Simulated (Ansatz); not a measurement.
# One shape, several levels: [AlH3]− (SMILES [AlH3-])

Aim: a comparison of 6 runs (U-wB97X/3-21G, UCAM-B3LYP/3-21G, U-r2SCAN0/6-31G*, UCAM-B3LYP/6-31G*, UBCCD(T)/3-21G, UCCSDT(Q)/3-21G) of [AlH3]−. 

Program for the calculation: Ansatz 0.2.0.

### 1 The structure to begin with

The species is [AlH3]− (4 atoms), meant as a doublet with charge -1. As SMILES, `[AlH3-]`. The H2–Al1 distance was set to 4.210 Å, away from the relaxed value. At this shape a bond of the SMILES string is far longer than usual.

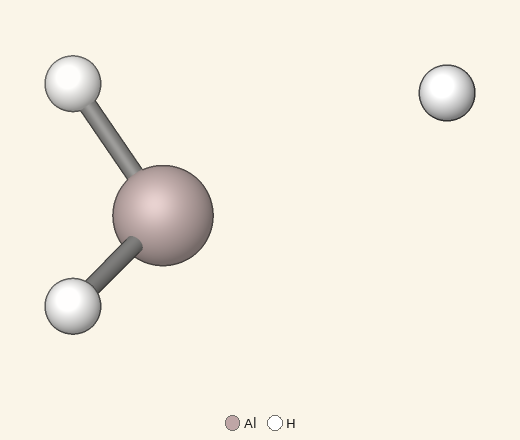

The structure, seen from a chosen angle (aluminium light grey, hydrogen white).

### 2 The energy at U-wB97X/3-21G (run 1)

The input, molecule.yaml:

```yaml
crystal:
  periodic: [false, false, false]
  atoms:
    - symbol: Al
      position_ang: [-1.110527, 0.007272, -2.604802]
    - symbol: H
      position_ang: [0.471920, 0.754070, 1.224440]
    - symbol: H
      position_ang: [-2.299577, -1.131938, -2.247042]
    - symbol: H
      position_ang: [0.089783, -0.973638, -3.265232]
basis:
  gaussian: {orbitals: 3-21G.json}
hamiltonian: {xc: {name: wB97X}}
total_charge: -1
accuracy: high
magnetization: {spin_polarized: true, initial_magnetization: 1}
```

The basis set 3-21G is read from a file made from the Basis Set Exchange's data (not shown).

Run with:

```console
$ ansatz run molecule.yaml --threads 1 --pin off --max-ram 2610MiB --events-out events.jsonl --progress --plain --runs-dir runs
```

What it wrote:

```text
Warning: RAYON_NUM_THREADS=1 ignored (pool sized by the plan → 1); use --threads N
Functional definition: wB97X
  name "wB97X"
  parameter omega = 0.3/bohr
  parameter cx = 0.157706
  parameter cx1 = 0.726479
  parameter cx2 = 1.04760
  parameter cx3 = -5.70635
  parameter cx4 = 13.2794
  parameter css1 = -4.33879
  parameter css2 = 18.2308
  parameter css3 = -31.7430
  parameter css4 = 17.2901
  parameter cos1 = 2.37031
  parameter cos2 = -11.3995
  parameter cos3 = 6.58405
  parameter cos4 = -3.78132
  exchange = spin_sum(e_x_unif_sr(omega)*poly(b97_u_x, 1 - cx, cx1, cx2, cx3, cx4)) + cx*exact_x_sr(omega)
      + exact_x_lr(omega)
  correlation = spin_sum(e_c_pw_same_spin*poly(b97_u_same, 1, css1, css2, css3, css4))
      + integral(e_c_pw_opposite_spin*poly(b97_u_opposite, 1, cos1, cos2, cos3, cos4))
358 factors; integrals over basis functions are off by at most 3.8e-9 eV
167 factors; integrals over basis functions are off by at most 1.7e-9 eV
mean field evaluation 1: about -6601.7471 eV, gradient 1.0e1 eV
mean field evaluation 2: about -6596.3981 eV, gradient 1.6e1 eV
mean field evaluation 4: about -6604.1511 eV, gradient 1.7e0 eV
mean field evaluation 8: about -6604.6306 eV, gradient 2.7e-1 eV
mean field evaluation 16: about -6604.6482 eV, gradient 1.1e-1 eV
mean field evaluation 32: about -6604.6667 eV, gradient 1.7e-8 eV
mean field -6604.66670623 eV, -242.7170246500 hartree, gradient 4.5e-8 eV, S^2 0.793296; 2 other end points of the search recorded, 0 dependent functions left out
reference -6604.66670391 eV, -242.7170245647 hartree; 9, 8 occupied and 10, 11 virtual orbitals, 358 factors
Total energy: -6604.66670391 eV, -242.7170245647 hartree
```

Wall time 9.3 s (1 thread of Arm Neoverse V2, shared host); peak memory 0.32 GiB.

### 3 The energy at UCAM-B3LYP/3-21G (run 2)

The input, run.yaml:

```yaml
crystal:
  periodic: [false, false, false]
  atoms:
    - {symbol: Al, position_ang: [-1.110527, 0.007272, -2.604802]}
    - {symbol: H, position_ang: [0.471920, 0.754070, 1.224440]}
    - {symbol: H, position_ang: [-2.299577, -1.131938, -2.247042]}
    - {symbol: H, position_ang: [0.089783, -0.973638, -3.265232]}
basis:
  gaussian: {orbitals: 3-21G.json}
total_charge: -1
magnetization: {spin_polarized: true, initial_magnetization: 1}
hamiltonian: {xc: {name: CAM-B3LYP}}
accuracy: high
```

The basis set 3-21G is read from a file made from the Basis Set Exchange's data (not shown).

Run with:

```console
$ ansatz run run.yaml --threads 1 --pin off --max-ram 2610MiB --events-out events.jsonl --progress --plain --runs-dir runs
```

What it wrote:

```text
Warning: RAYON_NUM_THREADS=1 ignored (pool sized by the plan → 1); use --threads N
Functional definition: CAM-B3LYP
  name "CAM-B3LYP"
  parameter alpha = 0.19
  parameter beta = 0.46
  parameter omega = 0.33/bohr
  parameter ac = 0.81
  exchange = (1 - alpha - beta)*b88_x + beta*b88_x_sr(omega) + alpha*exact_x + beta*exact_x_lr(omega)
  correlation = (1 - ac)*vwn5_c + ac*lyp_c
358 factors; integrals over basis functions are off by at most 3.8e-9 eV
180 factors; integrals over basis functions are off by at most 2.0e-9 eV
mean field evaluation 1: about -6602.0156 eV, gradient 1.0e1 eV
mean field evaluation 2: about -6590.6151 eV, gradient 1.5e1 eV
mean field evaluation 4: about -6604.0777 eV, gradient 2.6e0 eV
mean field evaluation 8: about -6604.2171 eV, gradient 1.5e0 eV
mean field evaluation 16: about -6604.9780 eV, gradient 5.0e-7 eV
mean field -6604.97804981 eV, -242.7284663156 hartree, gradient 1.5e-8 eV, S^2 0.921560; 2 other end points of the search recorded, 0 dependent functions left out
reference -6604.97806702 eV, -242.7284669480 hartree; 9, 8 occupied and 10, 11 virtual orbitals, 358 factors
Total energy: -6604.97806702 eV, -242.7284669480 hartree
```

Wall time 1.6 s (1 thread of Arm Neoverse V2, shared host); peak memory 0.11 GiB.

Run 3 isn't shown in full; the table further down has it.

### 4 A single-point energy at UCAM-B3LYP/6-31G(d) (spherical functions) (run 4)

The input, input.yaml:

```yaml
crystal:
  periodic: [false, false, false]
  atoms:
    - {symbol: Al, position_ang: [-1.110527, 0.007272, -2.604802]}
    - {symbol: H, position_ang: [0.471920, 0.754070, 1.224440]}
    - {symbol: H, position_ang: [-2.299577, -1.131938, -2.247042]}
    - {symbol: H, position_ang: [0.089783, -0.973638, -3.265232]}
basis:
  gaussian:
    orbitals: 6-31G_st_-spherical.json
total_charge: -1
magnetization:
  spin_polarized: true
  initial_magnetization: 1
hamiltonian:
  xc: {name: CAM-B3LYP}
accuracy: high
```

The basis set 6-31G* is read from a file made from the Basis Set Exchange's data (not shown).

Run with:

```console
$ ansatz run input.yaml --threads 1 --pin off --max-ram 2610MiB --events-out events.jsonl --progress --plain --runs-dir runs
```

What it wrote:

```text
Warning: RAYON_NUM_THREADS=1 ignored (pool sized by the plan → 1); use --threads N
[... 8 set-up lines as earlier in the session ...]
436 factors; integrals over basis functions are off by at most 5.9e-9 eV
217 factors; integrals over basis functions are off by at most 2.1e-9 eV
mean field evaluation 1: about -6638.9087 eV, gradient 1.0e1 eV
mean field evaluation 2: about -6627.4002 eV, gradient 1.6e1 eV
mean field evaluation 4: about -6640.8241 eV, gradient 2.3e0 eV
mean field evaluation 8: about -6640.8954 eV, gradient 1.7e0 eV
mean field evaluation 16: about -6641.5417 eV, gradient 3.9e-6 eV
mean field -6641.54173430 eV, -244.0721569368 hartree, gradient 2.6e-8 eV, S^2 0.908113; 2 other end points of the search recorded, 0 dependent functions left out
reference -6641.54175154 eV, -244.0721575703 hartree; 9, 8 occupied and 15, 16 virtual orbitals, 436 factors
Total energy: -6641.54175154 eV, -244.0721575703 hartree
```

It took 1.9 s on 1 thread of Arm Neoverse V2, shared host; peak memory 0.11 GiB.

Run 5 isn't shown in full; the table further down has it.

### 5 A single-point energy at UCCSDT(Q)/3-21G (run 6)

run.yaml, as its differences from that of step 3:

```diff
@@ -8,6 +8,13 @@
 basis:
-  gaussian: {orbitals: 3-21G.json}
+  gaussian:
+    orbitals: 3-21G.json
 total_charge: -1
-magnetization: {spin_polarized: true, initial_magnetization: 1}
-hamiltonian: {xc: {name: CAM-B3LYP}}
+magnetization:
+  spin_polarized: true
+  initial_magnetization: 1
+correlation:
+  method: ccsdt_q
+  frozen_orbitals: {Al: 5, H: 0}
 accuracy: high
+scf:
+  omitted_lower_state_checks: [cluster_reference, increment]
```

The basis set 3-21G is read from a file made from the Basis Set Exchange's data (not shown).

Run with:

```console
$ ansatz run run.yaml --threads 1 --pin off --max-ram 2610MiB --events-out events.jsonl --progress --plain --runs-dir runs
```

What it wrote:

```text
Warning: RAYON_NUM_THREADS=1 ignored (pool sized by the plan → 1); use --threads N
[... 14 lines left out ...]
5 core orbitals not correlated: weight in the atoms' cores, before any rotation towards them, 1.000 or more for the frozen orbitals, at most 0.000 for the correlated occupied ones
[... 53 lines left out ...]
Total energy: -6591.55645677 eV, -242.2352318688 hartree
Checks for a lower state left out: cluster_reference, increment
```

It took 0.92 s on 1 thread of Arm Neoverse V2, shared host.

### 6 Overview of the runs

| run | level | frozen core orbitals | energy (Eh) | ⟨S²⟩ | wall time |
| --- | --- | --- | --- | --- | --- |
| 1 | U-wB97X/3-21G | – | -242.717025 | 0.793 | 9.3 s |
| 2 | UCAM-B3LYP/3-21G | – | -242.728467 | 0.922 | 1.6 s |
| 3 | U-r2SCAN0/6-31G* (spherical functions) | – | -244.042556 | 1.046 | 5.4 s |
| 4 | UCAM-B3LYP/6-31G* (spherical functions) | – | -244.072158 | 0.908 | 1.9 s |
| 5 | UBCCD(T)/3-21G | 5 | -242.234727 | 1.188 | 0.34 s |
| 6 | UCCSDT(Q)/3-21G | 5 | -242.235232 | 1.188 | 0.92 s |

### 7 Summary of results

| quantity | value |
| --- | --- |
| run 6: total energy | -242.23523 Eh |
| run 6: correlation energy (5 core orbitals frozen) | -55.0 mEh |
| run 6: ⟨S²⟩ of the reference determinant | 1.188 |
| run 6: T1 diagnostic | 0.082 |

Totals of different functionals can't be ranked against each other. Spin contamination of the reference: run 5 ⟨S²⟩ = 1.19, run 6 ⟨S²⟩ = 1.19, run 3 ⟨S²⟩ = 1.05, run 2 ⟨S²⟩ = 0.92, run 4 ⟨S²⟩ = 0.91. All runs together took 19 s, the longest 9.3 s.
